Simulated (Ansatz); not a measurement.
CoSi₂ (fluorite type, space group Fm-3m)

```xyz
3
Lattice="0.0000 2.6563 2.6563 2.6563 0.0000 2.6563 2.6563 2.6563 0.0000" Properties=species:S:1:pos:R:3 pbc="T T T"
Co     0.0000     0.0000     0.0000
Si     1.3282     1.3282     1.3282
Si     3.9845     3.9845     3.9845
```

E(V) scan at fixed shape, V₀ the volume above. Symmetry pins the atoms to their sites.

All values below come from PBEsol (plane waves to 420 eV, PAW, scalar-relativistic; Ansatz, an electronic-structure program). k mesh 15×15×15 (Γ-centred), Fermi-Dirac smearing 0.05 eV. E stands for the smeared free energy. CoSi2 is run without spin polarisation. CoSi2 was relaxed with its symmetry unable to fall. The PAW data are Ansatz's earlier set. ΔE is measured from the relaxed starting cell.

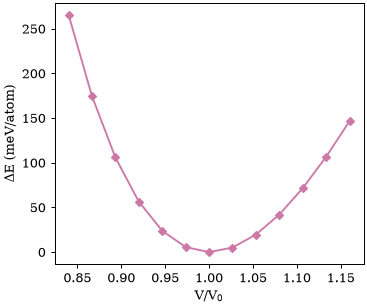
ΔE (meV/atom) against V/V₀; one marker a computed point.

Q: What is ΔE at V/V₀ = 1.160?

A: About 150 meV/atom.

Q: What is ΔE at V/V₀ = 0.840?

A: About 270 meV/atom.

Q: What bulk modulus B₀ follows from a third-order Birch-Murnaghan fit?

A: About 190 GPa.

(A scan under strain: stresses follow from slopes of the energy per volume, elastic moduli from its curvatures.)
